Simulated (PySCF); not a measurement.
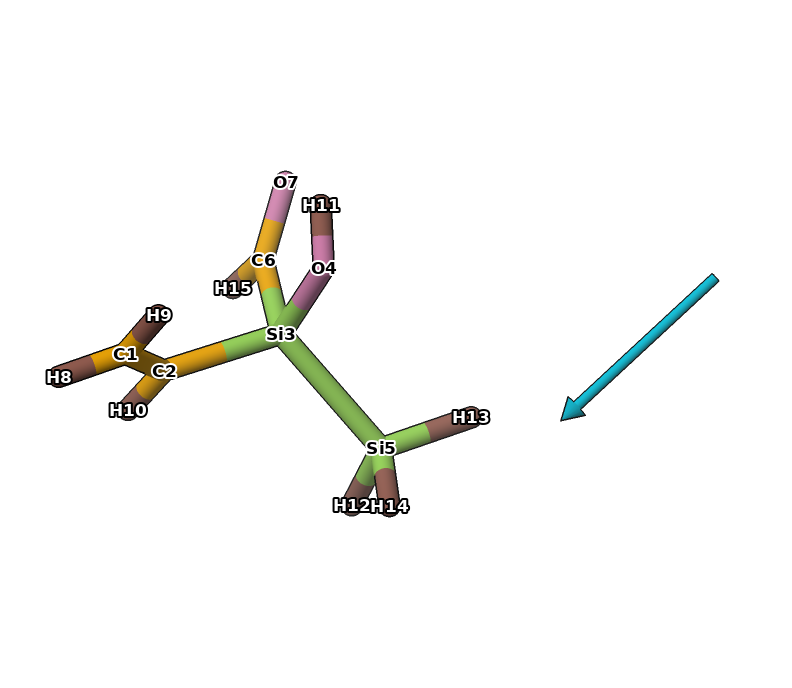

The arrow beside the molecule shows the direction of the dipole moment, from the negative to the positive end (its length means nothing). Computed geometry: GFN2-xTB optimisation. No frequency run is at hand to confirm it as a minimum. Properties computed with PBE0/pcSseg-1, gas phase (PySCF 2.14.0).

**Estimate the dipole moment.**

1.87 D; it points from the side of O7, H11 to the side of H8 (the outermost atoms at the two ends).

The geometry is semi-empirical. Around Si such bond lengths and angles can be off by a tenth of an ångström or more and by several degrees, and values that hang on the shape move with them.
